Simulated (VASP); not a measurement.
# WC (Qusongite): W into a neighbouring W vacancy

Wanted: the minimum-energy path in WC (Qusongite) for this move: W into a neighbouring W vacancy. The start is a cell from a database of measured crystal structures.

Calculated with VASP 6.6.1; PBE; plane waves and PAW (W, C).

### 1. The host crystal

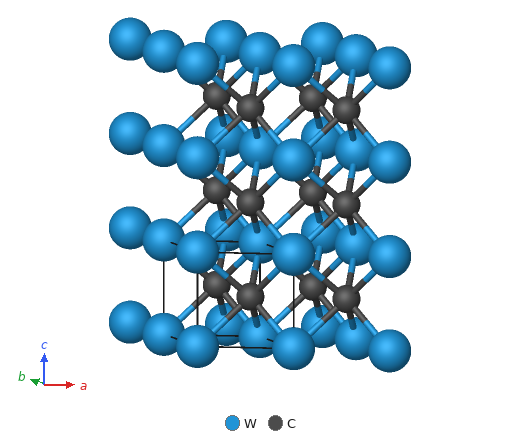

The cell as given, slightly off an axis (tungsten blue, carbon dark grey). 2×2×3 cells are drawn. Bonds to atoms that aren't drawn are left out. Some periodic images of atoms are drawn too.

### 2. Relax the host

The later steps need the crystal at this functional's own lattice; a raised cutoff keeps the stress reliable while the cell changes.

Contents of INCAR:

```
SYSTEM = WC
PREC = Accurate
ENCUT = 520
EDIFF = 1E-06
NELM = 120
ISMEAR = 0
SIGMA = 0.1
LREAL = .FALSE.
ALGO = Normal
GGA = PE
NBANDS = 11
LASPH = .TRUE.
LORBIT = 11
LWAVE = .FALSE.
LCHARG = .FALSE.
KPAR = 5
IBRION = 2
NSW = 40
ISIF = 3
EDIFFG = -0.02
POTIM = 0.4
```

Contents of POSCAR:

```
WC
1.0
    2.9065000000      0.0000000000      0.0000000000
   -1.4532500000      2.5171028361      0.0000000000
    0.0000000000      0.0000000000      2.8366000000
W C
1 1
Direct
    0.0000000000      0.0000000000      0.0000000000
    0.6666666667      0.3333333333      0.5000000000
```

Contents of KPOINTS:

```
Automatic mesh
0
Gamma
7 7 7
0 0 0
```

PAW data sets: W and C (PBE family, release 64).

On the command line:

```sh
mpirun -np 5 vasp_std
```

The log of the run:

```text
[banner, memory and clock lines left out]
running    5 mpi-ranks, on    1 nodes
 distrk:  each k-point on    1 cores,    5 groups
 distr:  one band on    1 cores,    1 groups

 POSCAR found type information on POSCAR W C
 POSCAR found :  2 types and       2 ions
|                                                                             |
|           W    W    AA    RRRRR   N    N  II  N    N   GGGG   !!!           |
|           W    W   A  A   R    R  NN   N  II  NN   N  G    G  !!!           |
|           W    W  A    A  R    R  N N  N  II  N N  N  G       !!!           |
|           W WW W  AAAAAA  RRRRR   N  N N  II  N  N N  G  GGG   !            |
|           WW  WW  A    A  R   R   N   NN  II  N   NN  G    G                |
|           W    W  A    A  R    R  N    N  II  N    N   GGGG   !!!           |
|                                                                             |
|     For optimal performance we recommend to set                             |
|       NCORE = 2 up to number-of-cores-per-socket                            |
|     NCORE specifies how many cores store one orbital (NPAR=cpu/NCORE).      |
|     This setting can greatly improve the performance of VASP for DFT.       |
|     The default, NCORE=1 might be grossly inefficient on modern             |
|     multi-core architectures or massively parallel machines. Do your        |
|     Unfortunately you need to use the default for GW and RPA                |
|     calculations (for HF NCORE is supported but not extensively tested      |
|     yet).                                                                   |
|                                                                             |

 LDA part: xc-table for (Slater+PW92), standard interpolation
 POSCAR, INCAR and KPOINTS ok, starting setup
 FFT: planning ... GRIDC
 FFT: planning ... GRID_SOFT
 FFT: planning ... GRID
 WAVECAR not read
 entering main loop
       N       E                     dE             d eps       ncg     rms          rms(c)
DAV:   1     0.216431593424E+02    0.21643E+02   -0.49897E+03   704   0.817E+02
DAV:   2    -0.238462891048E+02   -0.45489E+02   -0.43310E+02   851   0.198E+02
DAV:   3    -0.256786018326E+02   -0.18323E+01   -0.18168E+01   863   0.333E+01
DAV:   4    -0.256895291862E+02   -0.10927E-01   -0.10926E-01   761   0.301E+00
DAV:   5    -0.256895754110E+02   -0.46225E-04   -0.46225E-04   838   0.196E-01    0.340E+01
DAV:   6    -0.226337075802E+02    0.30559E+01   -0.13857E+01   827   0.226E+01    0.110E+01
DAV:   7    -0.225589678130E+02    0.74740E-01   -0.67004E-01   719   0.643E+00    0.827E+00
DAV:   8    -0.225197168802E+02    0.39251E-01   -0.10661E-01   776   0.248E+00    0.223E+00
DAV:   9    -0.225141723288E+02    0.55446E-02   -0.12808E-02   755   0.743E-01    0.989E-02
DAV:  10    -0.225141604203E+02    0.11909E-04   -0.92261E-04   793   0.255E-01    0.164E-01
DAV:  11    -0.225141349993E+02    0.25421E-04   -0.18992E-04   953   0.912E-02    0.134E-02
DAV:  12    -0.225141327176E+02    0.22817E-05   -0.69370E-06   764   0.206E-02    0.629E-03
DAV:  13    -0.225141308160E+02    0.19017E-05   -0.21668E-06   447   0.866E-03    0.258E-03
DAV:  14    -0.225141309912E+02   -0.17526E-06   -0.29355E-07   367   0.560E-03
   1 F= -.22514131E+02 E0= -.22513059E+02  d E =-.225141E+02
 curvature:   0.00 expect dE= 0.000E+00 dE for cont linesearch  0.000E+00
 trial: gam= 0.00000 g(F)=  0.624E-48 g(S)=  0.236E-01 ort = 0.000E+00 (trialstep = 0.100E+01)
 search vector abs. value=  0.236E-01
 bond charge predicted
       N       E                     dE             d eps       ncg     rms          rms(c)
DAV:   1    -0.225137593460E+02    0.37147E-03   -0.61885E-01   710   0.630E+00    0.266E+00
DAV:   2    -0.225052524017E+02    0.85069E-02   -0.65573E-03   812   0.687E-01    0.141E+00
DAV:   3    -0.225019841771E+02    0.32682E-02   -0.62592E-03   776   0.576E-01    0.439E-02
DAV:   4    -0.225019879368E+02   -0.37597E-05   -0.86403E-05   770   0.683E-02    0.277E-02
DAV:   5    -0.225019884355E+02   -0.49870E-06   -0.11408E-05   829   0.232E-02    0.161E-02
DAV:   6    -0.225019876978E+02    0.73770E-06   -0.34180E-06   824   0.131E-02
   2 F= -.22501988E+02 E0= -.22500885E+02  d E =0.121433E-01
[...]
3 F= -.22517907E+02 E0= -.22516825E+02  d E =-.377632E-02
[...]
4 F= -.22517907E+02 E0= -.22516824E+02  d E =-.377571E-02
[...]
5 F= -.22517941E+02 E0= -.22516883E+02  d E =-.347937E-04
 trial-energy change:   -0.000035  1 .order   -0.000034   -0.000132    0.000064
 step:   0.5813(harm=  0.5813)  dis= 0.00000  next Energy=   -22.517951 (dE=-0.443E-04)
 bond charge predicted
       N       E                     dE             d eps       ncg     rms          rms(c)
DAV:   1    -0.225179554039E+02   -0.13231E-04   -0.43020E-04   704   0.158E-01    0.895E-03
DAV:   2    -0.225179528111E+02    0.25928E-05   -0.70294E-06   821   0.223E-02    0.529E-03
DAV:   3    -0.225179520062E+02    0.80486E-06   -0.11571E-06   466   0.746E-03
   6 F= -.22517952E+02 E0= -.22516886E+02  d E =-.453076E-04
 curvature:  -0.29 expect dE=-0.170E-05 dE for cont linesearch -0.255E-07
 trial: gam= 0.04771 g(F)=  0.660E-48 g(S)=  0.588E-05 ort =-0.365E-05 (trialstep = 0.807E+00)
 search vector abs. value=  0.588E-05
 reached required accuracy - stopping structural energy minimisation
```

Wall time 12 s (5 MPI ranks of AMD EPYC 7R43, shared host); peak memory 0.6 GiB.

Lines that name or quote the potential files are left out of all logs, and their timing lines are given in words.

OUTCAR, selected parts (step 2):

```text
ion  position               nearest neighbor table
   1  0.000  0.000  0.000-   2 2.20   2 2.20   2 2.20   2 2.20   2 2.20   2 2.20
   2  0.667  0.333  0.500-   1 2.20   1 2.20   1 2.20   1 2.20   1 2.20   1 2.20

  LATTYP: Found a hexagonal cell.
 ALAT       =     2.9065000000
 C/A-ratio  =     0.9759504559

 Subroutine GETGRP returns: Found 12 space group operations
 (whereof 12 operations were pure point group operations)

The static configuration has the point symmetry D_3h.

 Found     32 irreducible k-points:

   k-points           NKPTS =     32   k-points in BZ     NKDIM =     32   number of bands    NBANDS=     11

   dimension x,y,z NGX =    24 NGY =   24 NGZ =   24
   dimension x,y,z NGXF=    48 NGYF=   48 NGZF=   48

   ENCUT  =  520.0 eV  38.22 Ry    6.18 a.u.   5.40  5.40  5.27*2*pi/ulx,y,z

   NELECT =      10.0000    total number of electrons

 k-points in reciprocal lattice and weights: Automatic mesh
   0.00000000  0.00000000  0.00000000       0.003
   0.14285714  0.00000000  0.00000000       0.017
   0.28571429  0.00000000  0.00000000       0.017
   0.42857143 -0.00000000  0.00000000       0.017
   0.14285714  0.14285714  0.00000000       0.017
   0.28571429  0.14285714  0.00000000       0.035
   0.42857143  0.14285714  0.00000000       0.017
   0.28571429  0.28571429  0.00000000       0.017
   0.00000000  0.00000000  0.14285714       0.006
[...]
0.42857143  0.14285714  0.42857143       0.035
   0.28571429  0.28571429  0.42857143       0.035

 average (electrostatic) potential at core
       1 -37.5010       2 -46.2830

 E-fermi :   8.2787

 k-point     1 :       0.0000    0.0000    0.0000
  band No.  band energies     occupation
      1      -6.1811      2.00000
      2       3.9210      2.00000
      3       4.8817      2.00000
      4       4.8817      2.00000
      5       8.3071      0.68733
      6      11.2965      0.00000
      7      11.2965      0.00000
      8      13.7481      0.00000
      9      13.7481      0.00000
     10      14.6048      0.00000
    ...

 k-point     2 :       0.1429    0.0000    0.0000
  band No.  band energies     occupation
      1      -5.6912      2.00000
      2       3.7425      2.00000
      3       4.5832      2.00000
      4       5.3592      2.00000
      5       7.0919      2.00000
      6      11.1213      0.00000
      7      12.6646      0.00000
      8      12.8134      0.00000
      9      13.4149      0.00000
     10      15.9684      0.00000
    ...

 k-point     3 :       0.2857    0.0000    0.0000
  band No.  band energies     occupation
      1      -4.4438      2.00000
      2       2.3676      2.00000
      3       5.0465      2.00000
      4       5.5770      2.00000
      5       6.5285      2.00000
      6      10.7510      0.00000
      7      11.7246      0.00000
      8      12.8502      0.00000
      9      14.3003      0.00000
     10      17.8052      0.00000
    ...

  Total        0.0085455      0.0085455      0.0126043      0.0000000     -0.0000000      0.0000000
  in kB        0.6519534      0.6519534      0.9616122      0.0000000     -0.0000000      0.0000000
  external PRESSURE =       0.7551730 kB  Pullay stress =       0.0000000 kB

  energy-cutoff  :      520.00
  volume of cell :       21.00
      direct lattice vectors                 reciprocal lattice vectors
     2.919324882 -0.000000000 -0.000000000     0.342544951  0.197768420 -0.000000000
    -1.459662441  2.528209510 -0.000000000     0.000000000  0.395536840 -0.000000000
    -0.000000000  0.000000000  2.845344461     0.000000000  0.000000000  0.351451297

 POSITION                                       TOTAL-FORCE (eV/Angst)
 -----------------------------------------------------------------------------------
      0.00000      0.00000     -0.00000         0.000000     -0.000000     -0.000000
      1.45966      0.84274      1.42267        -0.000000      0.000000      0.000000
 -----------------------------------------------------------------------------------
    total drift:                               -0.000000      0.000000      0.000000

  FREE ENERGIE OF THE ION-ELECTRON SYSTEM (eV)
  ---------------------------------------------------
  free  energy   TOTEN  =       -22.5179520062 eV

  energy  without entropy=      -22.5158205789  energy(sigma->0) =      -22.51688629

 reached required accuracy - stopping structural energy minimisation

 total charge
# of ion       s       p       d       tot
------------------------------------------
    1        0.621   0.873   4.321   5.815
    2        0.855   1.559   0.000   2.413
--------------------------------------------------
tot          1.475   2.432   4.321   8.228

[... 3 further parts left out ...]
```

CONTCAR:

```
WC
   1.00000000000000
     2.9193248822531981   -0.0000000000000000   -0.0000000000000000
    -1.4596624411265990    2.5282095099318211   -0.0000000000000000
    -0.0000000000000000    0.0000000000000000    2.8453444605618783
  W               C
     1     1
Direct
     0.0000000000000000    0.0000000000000000    0.0000000000000000
     0.6666666667000030    0.3333333332999970    0.5000000000000000
```

The k-mesh is coarse for a metal. The data set W keeps the semicore shell frozen, which is cheaper and a little less accurate. The run keeps the 12 symmetry operations of its start, so it cannot find a distortion of lower symmetry.

The steps of the relaxation:

```csv
step,energy less that of the first step (eV),largest force (eV/Å),pressure (GPa),volume (Å³)
1,0.0000,0.0000,4.93,20.75
2,0.0121,0.0000,-9.44,21.53
3,-0.0038,0.0000,-0.02,21.00
4,-0.0038,0.0000,0.06,21.00
5,-0.0038,0.0000,0.09,21.00
6,-0.0038,0.0000,0.08,21.00
```

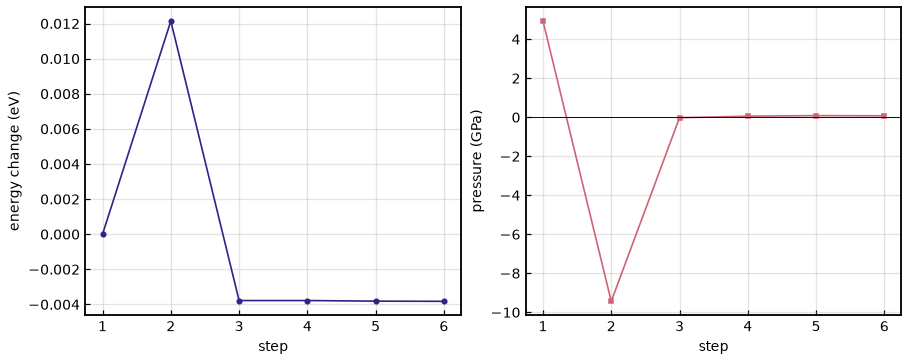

Energy and pressure along the relaxation.

```csv
"conventional cell, symmetrised",before,after,change
a (Å),2.907,2.919,+0.4 %
b (Å),2.907,2.919,+0.4 %
c (Å),2.837,2.845,+0.3 %
volume (Å³/atom),10.38,10.50,+1.2 %
```

Final coordinates:

```cif
data_structure
_symmetry_space_group_name_H-M 'P 1'
_symmetry_Int_Tables_number 1
_cell_length_a 2.9193
_cell_length_b 2.9193
_cell_length_c 2.8453
_cell_angle_alpha 90.000
_cell_angle_beta 90.000
_cell_angle_gamma 120.000
_cell_volume 21.00
loop_
_atom_site_label
_atom_site_type_symbol
_atom_site_fract_x
_atom_site_fract_y
_atom_site_fract_z
_atom_site_occupancy
W1 W 0.00000 0.00000 0.00000 1
C2 C 0.66667 0.33333 0.50000 1
```

This step gave:

```
electronic cycles       : 36
electrons               : 10
free energy (TOTEN)     : -22.52 eV
energy at zero smearing : -22.52 eV
Fermi energy            : 8.279 eV
metallic                : yes
```

The run ended after 6 ionic steps, 0.004 eV below its first step, once forces and stress met EDIFFG = -0.02.

[end of part 1 of 5]

[Lines on the potential files, build, host, timing and source positions are cut from VASP's logs without a mark.]

[Logs are printed without paths, hosts, clocks, repeated set-up lines and the standing remarks that a program may print on its own settings, such as how far it seeks lower states.]

[Hosts, paths, dates, database ids (printed as entryN), source tags and the programs' standing remarks are cut or masked in the printed files.]

[Runs that stopped without an error message from VASP are left out.]
